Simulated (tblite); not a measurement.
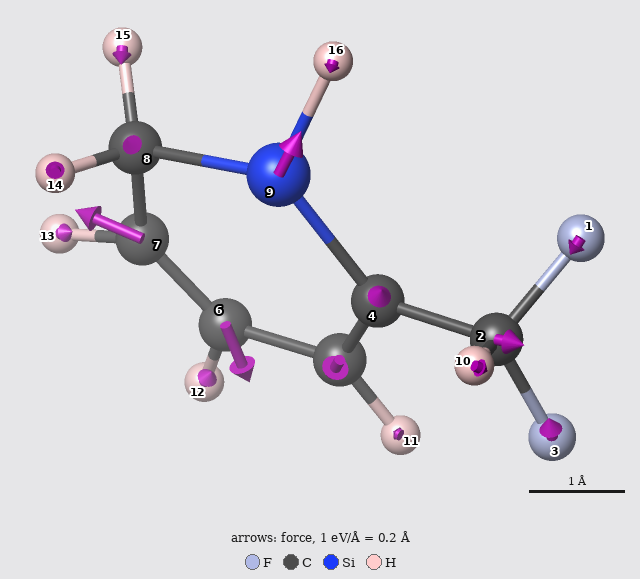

Starting geometry of C₆H₇F₂Si (charge +1) with the computed forces as purple arrows. A ball-and-stick model, seen from a free direction.

The calculation used tblite, GFN2-xTB geometry optimisation, gas phase. 

Question: What follows when this structure is relaxed?

Answer: It isn't relaxed: the largest force vector, on C atoms, is 4.06 eV/Å. The final displacements have little in common with the starting forces (cosine between the two patterns 0.21). The largest move after the best rigid fit is that of an F atom, 1.67 Å. By element the largest moves are F 1.67 Å, H 1.32 Å, Si 0.30 Å, C 0.29 Å. Among the contacts that change: C–C 1.294 → 1.344 Å, C–H 1.125 → 1.081 Å, C–C 1.315 → 1.359 Å, C–C 1.467 → 1.509 Å. Bond angles that change, for instance: C–Si–H 116.4° → 128.8°, C–C–Si 106.3° → 114.7°, Si–C–H 103.3° → 111.4°. Groups turn about C–C by about 85°. The energy falls by 22.4 kcal/mol in 109 geometry steps.
